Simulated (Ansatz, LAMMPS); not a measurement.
# Electronic structure of amorphous poly(propylene oxide) (as short chains C35O12H72) at 300 K (238 atoms), part 2 of 2

What does DFT give for amorphous poly(propylene oxide) (as short chains C35O12H72) at 300 K (238 atoms) as built?

Ansatz 0.2.0; Kohn-Sham DFT, LDA, PAW (set soft_2), plane waves.

The cell: 70 C, 24 O and 144 H. The network of contacts between molecules at the start is that of the classical potential that made the cell. The functional has no dispersion term. The density was typed from a rule of thumb and may lie off the real one at this temperature. Only the Γ point is sampled, in a cell whose shortest periodic width is 13 Å.

So far. Step 3 (Plane-wave single point): Between -24 and -10 eV lie 188 more states.

**3. Plane-wave single point (continued)**

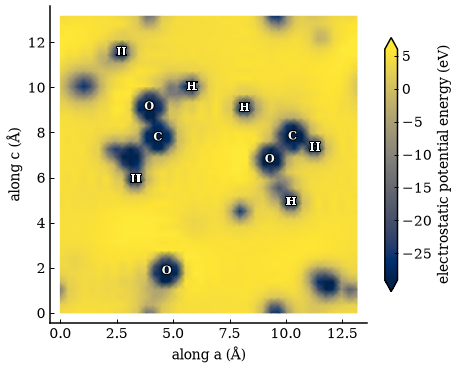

Electrostatic potential energy in the ac plane at fractional y = 0.068, with atoms of O and C and H within 0.2 Å of it. With pseudopotentials it is smooth inside the atoms' cores, unlike the true potential. The map starts off the cell's origin, so that atoms lie inside it.

Mean intrinsic-atomic-orbital charges: C -0.22, H +0.17, O -0.40 e. The largest share in the top eV of filled states is O p (70 % of the projected weight), and in the lowest eV of empty states H s (51 % of the projected weight).

**4. Distances and neighbours**

Bonds and neighbours are counted at the geometry of the runs.

Density 1 g/cm³, 9.558 Å³ an atom.

g(r), total and by pair (bins of 0.2 Å):

```tsv
r (Å)	total	H-H	H-C	H-O	C-C	C-O	O-O
1.00	2.44	0.00	6.85	0.00	0.00	0.00	0.00
1.20	1.44	0.00	4.03	0.00	0.00	0.00	0.00
1.40	0.89	0.00	0.00	0.00	1.70	12.62	0.00
1.60	0.63	0.48	0.00	0.00	5.30	0.00	0.00
1.80	0.83	2.27	0.00	0.00	0.00	0.00	0.00
2.00	0.71	0.20	0.55	3.65	0.00	0.00	0.00
2.20	1.40	0.97	2.45	1.20	0.07	0.31	0.00
2.40	1.26	1.27	0.35	1.23	2.31	5.37	0.00
2.60	1.17	1.33	0.97	2.04	0.52	0.73	0.00
2.80	0.95	0.88	1.04	1.69	0.09	0.55	0.79
3.00	0.77	0.94	0.68	0.56	0.63	0.43	3.58
3.20	0.68	0.81	0.74	0.58	0.29	0.36	0.62
3.40	0.85	0.71	1.05	1.24	0.35	0.56	0.00
3.60	0.85	1.07	0.80	0.59	0.76	0.37	1.44
3.80	0.91	0.95	1.02	0.78	0.96	0.26	0.67
4.00	0.97	0.94	1.15	1.01	0.76	0.43	0.00
4.20	0.96	1.10	0.85	0.74	1.17	0.95	0.72
4.40	1.12	1.15	1.15	0.96	1.27	0.89	1.29
4.60	1.04	1.09	1.00	1.02	1.04	0.96	1.17
4.80	1.01	0.94	1.06	1.04	1.16	0.93	0.67
5.00	1.10	1.08	1.12	0.99	1.29	1.23	0.26
5.20	1.00	0.91	1.01	1.06	1.00	1.29	0.92
5.40	0.99	0.93	1.00	0.96	1.31	0.95	0.54
5.60	1.02	1.00	0.96	1.19	0.90	1.27	1.61
5.80	1.04	1.06	1.08	0.89	1.08	1.01	0.75
6.00	1.02	1.01	0.99	1.07	1.02	1.18	0.87
6.20	1.00	1.06	0.92	1.02	1.12	0.95	0.74
6.40	1.04	0.97	1.10	1.10	0.94	0.95	1.54
```

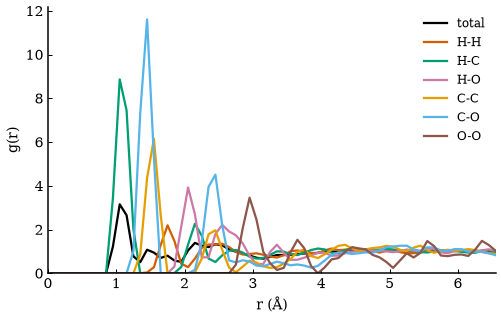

Pair distribution functions, lightly smoothed.

Bonds by pair of elements; cutoffs follow the first minimum of g(r), held within bounds set by covalent radii, and pairs that aren't listed don't count as bonded:

```tsv
pair A-B	cutoff (Å)	bonds	mean length (Å)	spread (Å)	shortest (Å)	B about A	A about B
H-C	1.34	144	1.09	0.028	1.03	1	2.06
C-C	1.85	44	1.53	0.03	1.47	1.26	1.26
C-O	1.73	48	1.43	0.032	1.35	0.686	2
```

How many atoms have how many bonded neighbours:

```tsv
element	mean	1	2	4
C	4	0	0	70
H	1	144	0	0
O	2	0	24	0
```

Bond angles, per cent of each kind in bins of 5°:

```tsv
angle (°)	C-C-H	H-C-H	H-C-O	C-C-O	C-O-C
90–95	0.0	1.0	0.0	0.0	0.0
95–100	0.6	5.0	0.0	0.0	0.0
100–105	13.0	18.0	7.7	12.1	0.0
105–110	29.2	44.0	50.0	45.5	20.8
110–115	43.5	24.0	37.2	36.4	66.7
115–120	13.0	7.0	5.1	6.1	12.5
120–125	0.6	1.0	0.0	0.0	0.0
```

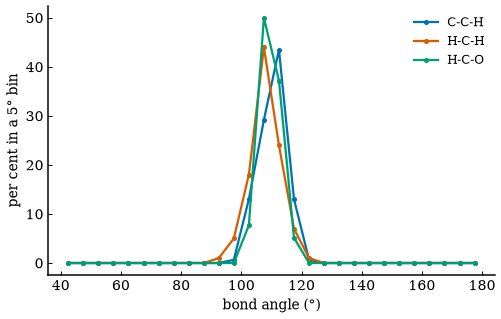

Distributions of the most common bond angles.

Bond angles (no mean is given where the spread exceeds 20°):

```tsv
angle	count	mean (°)	spread (°)
C-C-H	154	110	4.3
H-C-H	100	108	5
H-C-O	78	109	3.2
C-C-O	66	109	3.6
C-O-C	24	112	2.2
```

By these cutoffs all C atoms have 4, all H atoms have 1 and all O atoms have 2 bonded neighbours. The C-C-H angle averages 110° with a spread of 4°.

The surroundings of O18, one of the 24 O atoms, nearest first, numbered as they follow in the input and with coordinates relative to it.

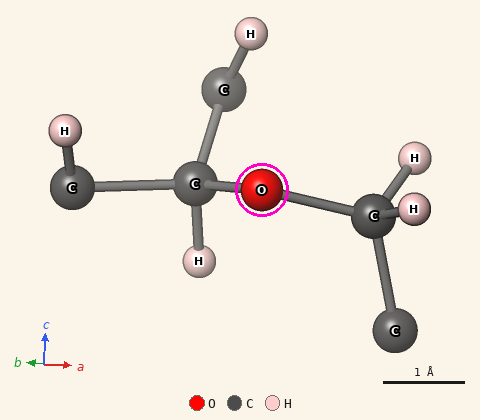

The atoms of the table, within 2.6 Å (arrows a, b, c point along x, y, z); some may hide others; the central atom is ringed.

```tsv
atom	x	y	z	distance (Å)	bonds	intrinsic-atomic-orbital charge (e)	Fx	Fy	Fz (eV/Å)
O18	0.00	0.00	0.00	0.00	2	-0.38	1.35	-0.07	-0.34
C16	-0.20	1.39	0.02	1.40	4	0.06	-1.43	2.25	-3.05
C19	1.38	-0.39	-0.26	1.46	4	-0.14	-0.38	1.73	-0.49
H75	1.40	-1.44	-0.13	2.01	1	0.21	-0.14	-1.73	0.30
H71	0.18	1.88	-0.95	2.12	1	0.15	0.22	-0.74	1.07
H76	2.15	0.02	0.48	2.20	1	0.14	-0.77	0.00	-0.42
H69	0.39	1.21	1.92	2.30	1	0.18	-0.24	-0.51	1.74
C15	0.46	1.99	1.20	2.37	4	-0.16	0.94	1.72	-0.71
C17	-1.72	1.78	-0.10	2.48	4	-0.56	2.11	0.47	-0.71
C20	1.92	-0.11	-1.68	2.55	4	0.04	0.90	-0.37	1.13
H73	-2.18	1.19	0.61	2.56	1	0.19	-1.72	-1.29	1.99
```

The column of bonds counts only the pairs H-C within 1.34 Å, C-C within 1.85 Å, C-O within 1.73 Å; other neighbours, such as metal atoms beside each other in a compound, aren't counted, and periodic images can show an atom twice.

**5. Summary of results**

```yaml
free_energy_per_atom: -136.8584 eV/atom
pressure: -0.1656 GPa
r_m_s_force_component: 0.9606 eV/Å
spacing_of_highest_filled_and_lowest_empty_level: 4.147 eV
wall_time_of_the_1_dft_run: 30 s
```

**Reading.** Between filled and empty levels lie 4.15 eV (at Γ alone); a local or semilocal functional tends to put such gaps too low. In a disordered cell it changes from sample to sample, and tail or defect levels can set it. By these cutoffs all C atoms have 4, all H atoms have 1 and all O atoms have 2 bonded neighbours.

Caveats: The force components of 0.96 eV/Å r.m.s. hold both thermal displacement and the mismatch between the potential that made the cell and DFT, above all in bond lengths inside molecules. The pressure of a single frame lacks the kinetic term.

[Logs are printed without paths, hosts, clocks, repeated set-up lines and the standing remarks that a program may print on its own settings, such as how far it seeks lower states.]

[Hosts, paths, dates, database ids (printed as entryN), source tags and the programs' standing remarks are cut or masked in the printed files.]
